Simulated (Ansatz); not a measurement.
# Calculations on GaH₃

Part 1: Relaxation

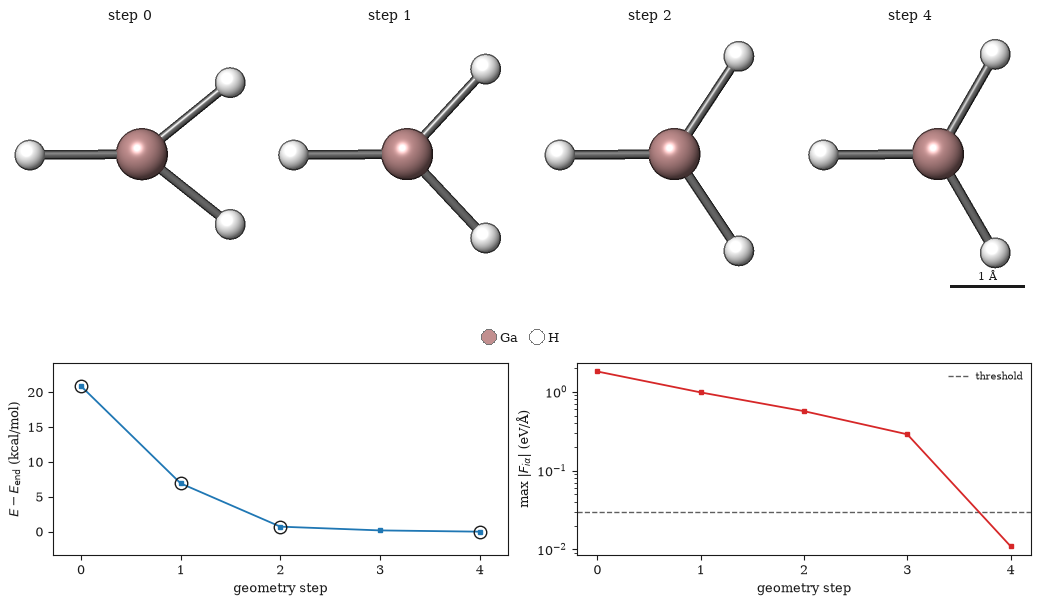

Frames of a relaxation of GaH3, marked on the history of the run. Style: ball-and-stick. Shown face on.

The run prepares an end point of a later path (reaction) calculation, from a guessed geometry.

Method: RKS CAM-B3LYP-D4/def2-SVP (Ansatz). (no spin polarisation; force threshold 0.03 eV/Å; at most 50 steps)

What happens along the run?

Answer. The largest moves after the best rigid fit, 0.44 Å, are those of H atoms. Largest moves by element: H 0.44 Å, Ga 0.22 Å. Near-neighbour distances that change, for instance: Ga–H 1.533 → 1.565 Å. Among the angles between lasting bonds that change: H–Ga–H 77.4° → 119.9°, H–Ga–H 141.3° → 120.0°. After 4 geometry steps the energy has fallen by 20.9 kcal/mol. Largest force component: 1.8 eV/Å at the start, 0.011 eV/Å at the end. From step 0 to 1: H atoms move most (0.20 Å), energy −14.0 kcal/mol. From step 1 to 2: H atoms move most (0.20 Å), energy −6.21 kcal/mol. From step 2 to 4: H atoms move most (0.06 Å), energy −0.72 kcal/mol.

Part 2: Relaxation

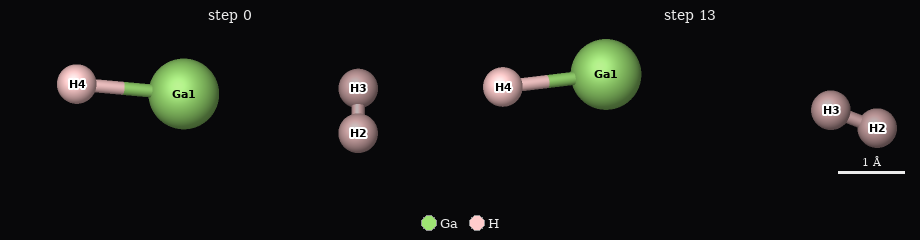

The structure of GaH$_{3}$ before (left) and after (right) a relaxation, at one scale.

Style: ball-and-stick. Shown at a tilt.

The run prepares an end point of a later path (reaction) calculation, from a guessed geometry.

All numbers below come from RKS CAM-B3LYP-D4/def2-SVP in Ansatz 0.2.0. Settings: no spin polarisation; force threshold 0.03 eV/Å; at most 50 steps.

> Summarise the run.

H2 moves most after the best rigid fit: 0.95 Å. Largest moves by element: H 0.95 Å, Ga 0.65 Å. Near-neighbour distances that change, for instance: H2–H3 0.717 → 0.765 Å, Ga1–H4 1.699 → 1.677 Å. After 11 accepted moves (13 points after the start) the energy has fallen by 35.5 kJ/mol. The largest force component goes from 1.6 to 0.02 eV/Å. The line search rejected the trial steps at points 5, 11 of the run. The forces were under the threshold at step 8, but the run went on from there. The run took 11 s on 1 thread of Arm Neoverse V2, on a shared host, peak memory 0.092 GiB.

Limits of the set-up: the start holds two separate molecules, 2.8 Å apart at their closest, whose relative position is a soft coordinate.

Part 3: Path

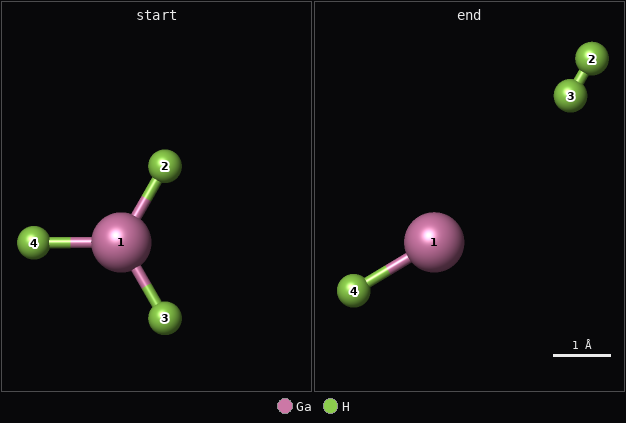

The two relaxed end points of a path for GaH3. A ball-and-stick model, seen face on.

Computed with Ansatz 0.2.0, RKS CAM-B3LYP-D4/def2-SVP.

Run with 7 movable images; climbing image; force threshold 0.05 eV/Å; iteration limit 60.

Start:
```xyz
4

Ga    0.3944    0.0000    0.2277
H     0.3951    0.0000    1.7923
H     1.7497    0.0000   -0.5539
H    -0.9606    0.0000   -0.5546
```

End:
```xyz
4

Ga   -0.7001   -0.0015   -0.9058
H     2.4849    0.0005    2.0090
H     2.0252    0.0005    1.3981
H    -2.2313    0.0005   -1.5898
```

What barrier does the band find between them, and by what path?

Forward barrier 2.65 eV, backward barrier 1.68 eV, with image 2 at the top; the reaction energy is +0.97 eV. Breaking: Ga1–H2 (1.56 → 1.81 at the top → 4.32 Å), Ga1–H3 (1.56 → 1.56 at the top → 3.57 Å). Forming: H2–H3 (2.71 → 1.43 at the top → 0.76 Å). The band is converged. At the top, the vibrational analysis gives one imaginary mode (1295i cm⁻¹), as a transition state must have.

Energies of the converged images:

```tsv
image	path (Å)	E (eV)
0	0.00	0.000
1	0.70	0.964
2	1.40	2.646
3	2.09	1.037
4	2.77	0.920
5	3.46	0.951
6	4.14	0.968
7	4.83	0.973
8	5.51	0.971
```

The geometry at the top of the path:

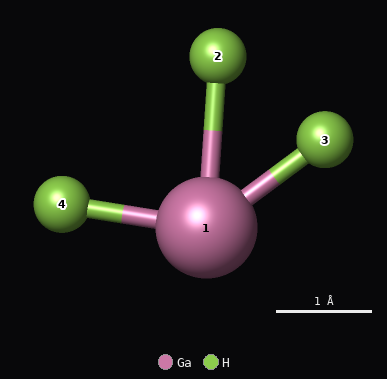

The run took 99 s on 1 thread of Arm Neoverse V2 (shared host), peak memory 0.096 GiB.
